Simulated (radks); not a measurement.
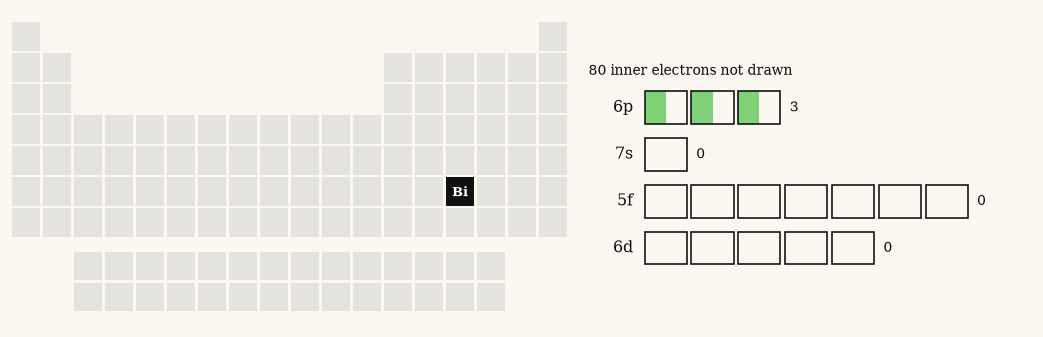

Figure 1. Left, the place of bismuth in the periodic table; right, the outer shells as the input fills them: a box for each of the 2l + 1 orbitals, shaded by the share of the shell that is filled, with the electron count at the right.

**Run report: Bi, atomic calculation**

The neutral bismuth atom in the configuration [Xe] 4f14 5d10 6s2 6p3 (high spin). It sits in a hard spherical wall of radius 4 bohr. Computed at this level: scalar-relativistic Kohn-Sham, r2SCAN, spin-polarised, spherical densities, finite nucleus (the in-house radial solver radks).

## Input
```
Z 83
configuration [Hg] 6p3 7s0 5f0 6d0
relativity scalar-relativistic
functional r2scan,r2scan
spin polarised
nucleus finite rms 5.5211 fm
wall 4 bohr
c 137.035999084
```

Energies in input and log are in hartree, lengths in bohr (the nuclear radius in fm).

Launched within a batch (the task file carries these settings):
```bash
python <driver script> task.json out
```

## Log
```
1s      1   1.0000       -3333.88731870
2s      1   1.0000        -599.92579402
2p      1   3.0000        -513.19763506
3s      1   1.0000        -145.05017923
3p      1   3.0000        -120.16682365
3d      1   5.0000         -95.08421357
4s      1   1.0000         -33.34412947
4p      1   3.0000         -25.15707179
4d      1   5.0000         -15.74005720
4f      1   7.0000          -5.39089147
5s      1   1.0000          -5.63693716
5p      1   3.0000          -3.34165361
5d      1   5.0000          -0.77336548
6s      1   1.0000          -0.36328338
6p      1   3.0000           0.09638423
7s      1   0.0000           1.20588964
5f      1   0.0000           0.89111695
6d      1   0.0000           0.77052812
1s      2   1.0000       -3333.88336804
2s      2   1.0000        -599.92572921
2p      2   3.0000        -513.19583689
3s      2   1.0000        -145.04905150
3p      2   3.0000        -120.16522377
3d      2   5.0000         -95.08266966
4s      2   1.0000         -33.34091030
4p      2   3.0000         -25.15379192
4d      2   5.0000         -15.73626242
4f      2   7.0000          -5.38642348
5s      2   1.0000          -5.62696233
5p      2   3.0000          -3.33587892
5d      2   5.0000          -0.75556356
6s      2   1.0000          -0.25241456
6p      2   0.0000           0.22852170
7s      2   0.0000           1.29030619
5f      2   0.0000           0.99719148
6d      2   0.0000           0.89553689
Etot -21526.285006056198
Ekin 24403.1428980291
Encl -53819.51244366783
Eh 8285.7178722404
Exc -395.6333326578671
err 8.559802801979135e-07
it 11
```

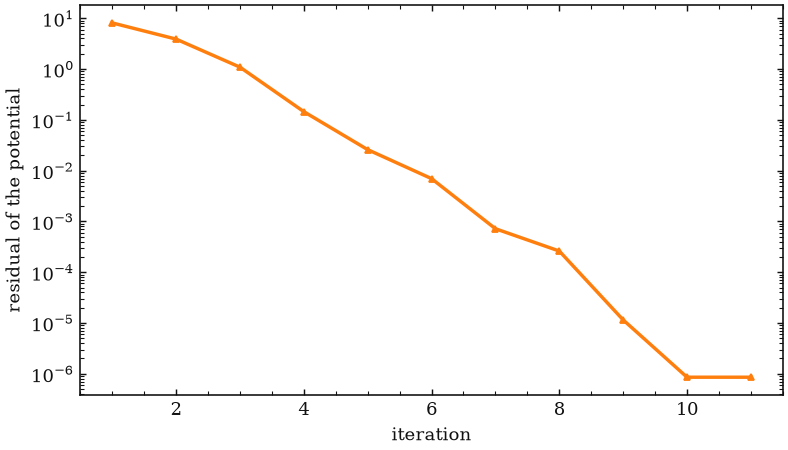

Figure 2. Convergence: residual of the potential against the iteration. The residual falls almost steadily, with no more than small rises or pauses. It goes from 8.1 to 8.6×10⁻⁷ in 11 steps.

## Orbitals

| orbital | occupation | energy (eV) | ⟨r⟩ (bohr) | outer maximum (bohr) |
| --- | --- | --- | --- | --- |
| 1s up | 1 | −90719.7 | 0.01580 | 0.00966 |
| 1s down | 1 | −90719.6 | 0.01580 | 0.00966 |
| 2s up | 1 | −16324.8 | 0.06648 | 0.0562 |
| 2s down | 1 | −16324.8 | 0.06648 | 0.0562 |
| 2p up | 3 | −13964.8 | 0.06055 | 0.0469 |
| 2p down | 3 | −13964.8 | 0.06055 | 0.0469 |
| 3s up | 1 | −3947.0 | 0.1715 | 0.158 |
| 3s down | 1 | −3947.0 | 0.1715 | 0.158 |
| 3p up | 3 | −3269.9 | 0.1736 | 0.159 |
| 3p down | 3 | −3269.9 | 0.1736 | 0.159 |
| 3d up | 5 | −2587.4 | 0.1575 | 0.130 |
| 3d down | 5 | −2587.3 | 0.1575 | 0.130 |
| 4s up | 1 | −907.340 | 0.3770 | 0.356 |
| 4s down | 1 | −907.252 | 0.3770 | 0.356 |
| 4p up | 3 | −684.559 | 0.4022 | 0.376 |
| 4p down | 3 | −684.470 | 0.4022 | 0.376 |
| 4d up | 5 | −428.309 | 0.4224 | 0.381 |
| 4d down | 5 | −428.206 | 0.4223 | 0.381 |
| 5s up | 1 | −153.389 | 0.8337 | 0.772 |
| 5s down | 1 | −153.117 | 0.8346 | 0.772 |
| 4f up | 7 | −146.694 | 0.4413 | 0.343 |
| 4f down | 7 | −146.572 | 0.4412 | 0.343 |
| 5p up | 3 | −90.931 | 0.9512 | 0.860 |
| 5p down | 3 | −90.774 | 0.9512 | 0.861 |
| 5d up | 5 | −21.044 | 1.255 | 1.03 |
| 5d down | 5 | −20.560 | 1.233 | 1.03 |
| 6s up | 1 | −9.885 | 2.047 | 1.90 |
| 6s down | 1 | −6.869 | 2.006 | 1.86 |
| 6p up | 3 | 2.623 | 2.288 | 2.27 |
| 6p down | 0 | 6.218 | 2.266 | 2.24 |
| 6d up | 0 | 20.967 | 2.459 | 2.69 |
| 5f up | 0 | 24.249 | 2.295 | 2.41 |
| 6d down | 0 | 24.369 | 2.472 | 2.68 |
| 5f down | 0 | 27.135 | 2.245 | 2.33 |
| 7s up | 0 | 32.814 | 2.427 | 3.05 |
| 7s down | 0 | 35.111 | 2.446 | 3.03 |

## Slater integrals of the outer shells (hartree)

```csv
integral,value
"F0(6p,6p)",0.3929
"F2(6p,6p)",0.2298
"F0(6p,6s)",0.4120
"G1(6p,6s)",0.2779
"F0(6p,5d)",0.4614
"F2(6p,5d)",0.1638
"G1(6p,5d)",0.0696
"G3(6p,5d)",0.0596
"F0(6p,5p)",0.4779
"F2(6p,5p)",0.1253
"G0(6p,5p)",0.0228
"G2(6p,5p)",0.0308
"F0(6p,6d)",0.3753
"F2(6p,6d)",0.2067
"G1(6p,6d)",0.2223
"G3(6p,6d)",0.1525
"F0(6s,6s)",0.4385
"F0(6s,5d)",0.5100
"G2(6s,5d)",0.1102
"F0(6s,5p)",0.5323
```

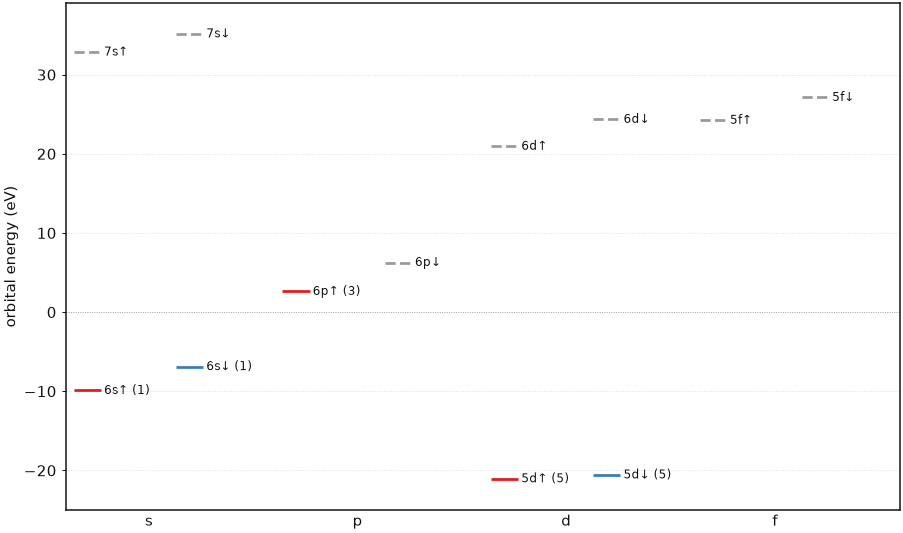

Figure 3. The outer levels are drawn (occupations in brackets, up spins at the left of each column and down spins at the right, empty levels dashed). The highest occupied level is 6p up at 2.62 eV. From the top down the occupied levels run 6p up (2.62 eV), 6s down (−6.87 eV), 6s up (−9.89 eV), 5d down (−20.6 eV), 5d up (−21.0 eV). The largest exchange splitting (down less up) among the shells drawn in both spins is that of 6p, 3.60 eV. The wall pushes the highest level above zero, where only the wall holds the electron in.

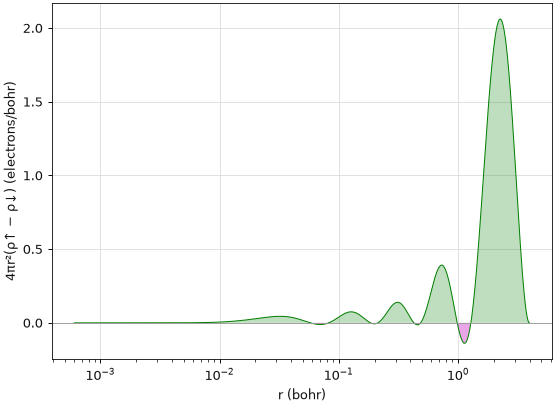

Figure 4. The radial spin density. The curve integrates to 3 unpaired electrons, held by 6p (+3). Its largest value, 2.06 electrons/bohr, lies near r = 2.3 bohr. Regions of the opposite sign hold 0.028 electrons in all, from the polarisation of filled shells.

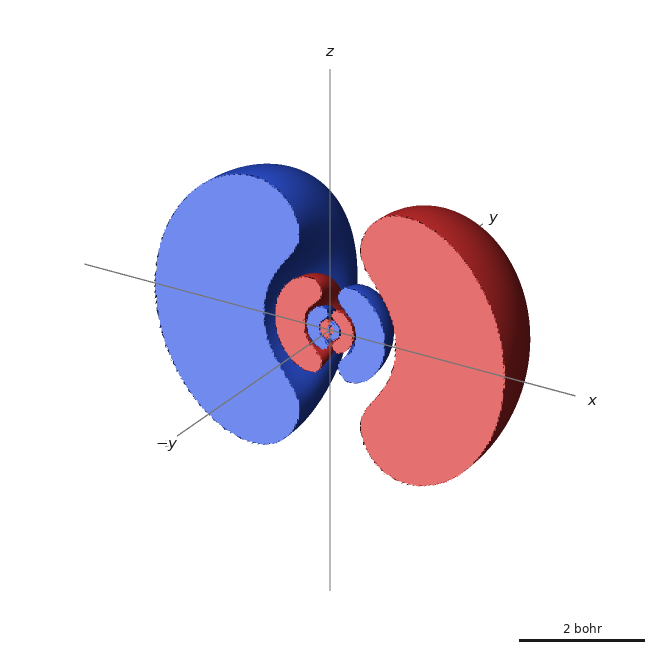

Figure 5. The 6p(x) orbital of down spin. The radial function comes from the spherical calculation and is multiplied by a real spherical harmonic; the overall sign is chosen so that the largest lobe of P(r) is positive; at the scalar-relativistic level it is the large component. The surface of constant |ψ| that holds about 85 % of the electron is drawn, red where ψ is positive and blue where it is negative, with the half in front of the xz plane cut away and the cut face painted. It has the nodal plane yz and 4 radial nodes, at r = 0.0681, 0.195, 0.462 and 1.14 bohr. The outermost maximum of P² lies at 2.24 bohr, ⟨r⟩ = 2.27 bohr, 90 % of the charge lies within 3.08 bohr, and the eigenvalue is 6.22 eV (the orbital is empty).

## Results in brief

```
                       quantity                      value
                        outcome                  converged
                   total energy        −21526.2850 hartree
                 kinetic energy         24403.1429 hartree
        electron–nucleus energy        −53819.5124 hartree
                 Hartree energy          8285.7179 hartree
    exchange–correlation energy        −395.633333 hartree
radius at density 0.001 e/bohr³                  3.68 bohr
           pressure on the wall                    126 GPa
                 SCF iterations                         11
                       hardware  1 CPU thread, shared host
```
